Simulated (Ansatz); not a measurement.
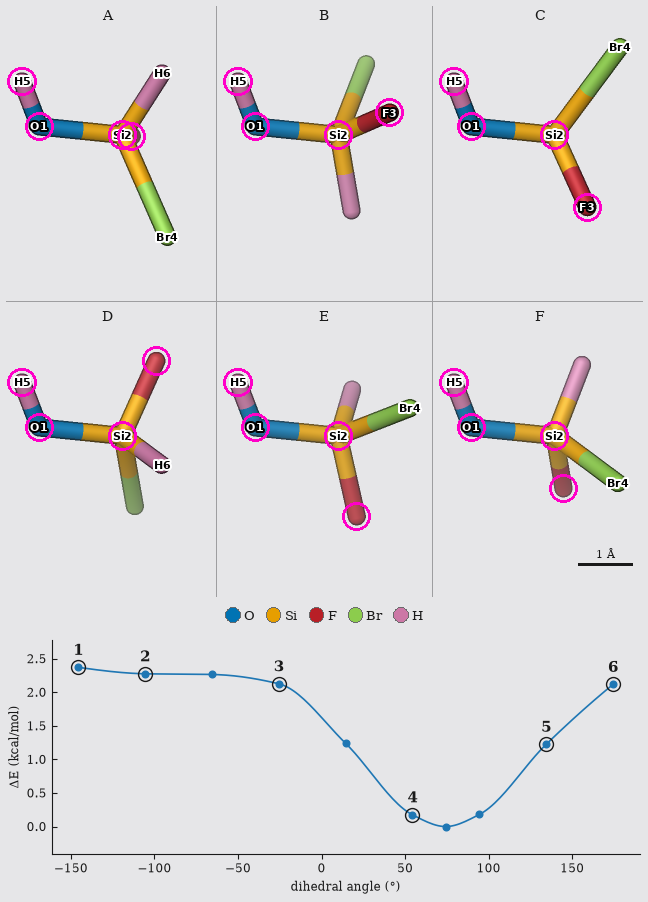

SiH$_{2}$OBrF: the H5–O1–Si2–F3 dihedral angle is varied, with the rest of the molecule carried along rigidly. The frames are shuffled; the numbered points of the plot belong to them. The picture is a stick view, seen from a free direction. The ringed atoms are those of the scanned coordinate.

Computed with Ansatz: B3LYP-D4, basis def2-TZVPP, on geometries moved rigidly from the minimum at PBE0-D4/def2-TZVP. Energies are counted from the PBE0-D4/def2-TZVP minimum geometry at the same level.

> Which frame belongs to which numbered point?

Point 1 is frame F (the dihedral −145.6°, 2.37 kcal/mol); 2 is frame A (the dihedral −105.6°, 2.28 kcal/mol); 3 is frame D (the dihedral −25.6°, 2.13 kcal/mol); 4 is frame B (the dihedral 54.4°, 0.18 kcal/mol); 5 is frame C (the dihedral 134.4°, 1.22 kcal/mol); 6 is frame E (the dihedral 174.4°, 2.12 kcal/mol). Of the computed points the lowest is at the dihedral 74.3°, 0.00 kcal/mol. The highest point, at −145.6°, lies 2.37 kcal/mol above the lowest and gives an upper estimate of the barrier to rotation, since the rotor is rigid.
